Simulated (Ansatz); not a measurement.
**Sn: response to strain**

Take Sn (space group I4_1/amd, No. 141; a = 5.9496 Å, c = 3.2135 Å; relaxed with 0.1 eV smearing) as the base. Axes: x, y, z lie along a, b, c of the conventional cell.

Strains are applied to the cell and any free atomic positions relax; under biaxial strain the out-of-plane vector relaxes too.

Computed with Ansatz (an electronic-structure program), PBE, PAW, cutoff 420 eV, without spin-orbit coupling, earlier PAW set.

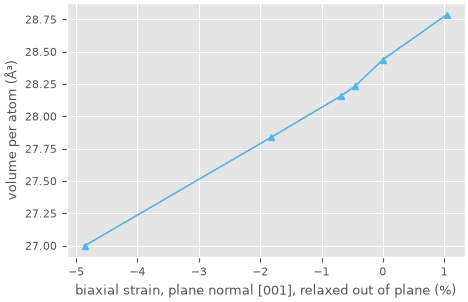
Volume per atom against biaxial strain, plane normal [001], relaxed out of plane

```csv
"biaxial strain, plane normal [001], relaxed out of plane (%)",volume per atom
-4.86,27.00 Å³
-1.82,27.84 Å³
-0.69,28.15 Å³
-0.45,28.23 Å³
1.04,28.79 Å³
```

A biaxial case was relaxed in a doubled cell and then solved in the primitive one. Whether these cells are dynamically stable was not tested.
